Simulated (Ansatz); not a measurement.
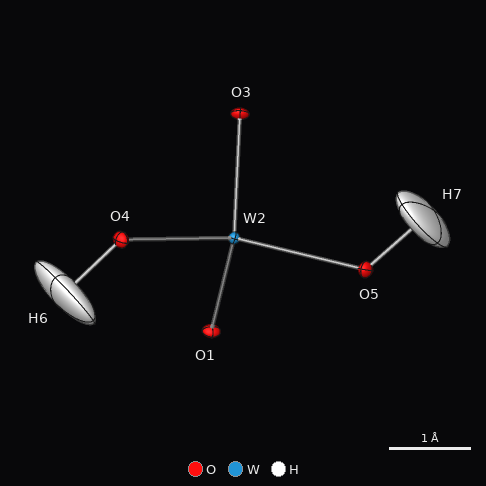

Displacement ellipsoids at the 50 % level, enlarged 1.5 times, from the internal vibrations of the free molecule (harmonic, no overall translation or rotation; no half-axis is drawn under 0.075 Å). Charge 0, singlet. Vibrations computed with RKS PBE0-D4/def2-TZVP, core potentials on W (Ansatz 0.2.0). Temperature: 0 K (zero-point motion alone).

### Which atom has the largest mean-square displacement?

H6, H7, with U_eq = 0.0329 Å².

### Does H6 move more along its bond or across it?

Across it: the root-mean-square amplitude is 0.077 Å along the bond and up to 0.251 Å across, since bending and torsion are softer than stretching.

Give the displacement parameters, one line for each set of equivalent atoms.

| atom | U_eq (Å²) | rms amplitudes (Å) |
| --- | --- | --- |
| O1, O3 | 0.0019 | 0.032, 0.045, 0.050 |
| W2 | 0.00007 | 0.008, 0.008, 0.008 |
| O4, O5 | 0.0020 | 0.038, 0.045, 0.051 |
| H6, H7 | 0.0329 | 0.076, 0.173, 0.251 |
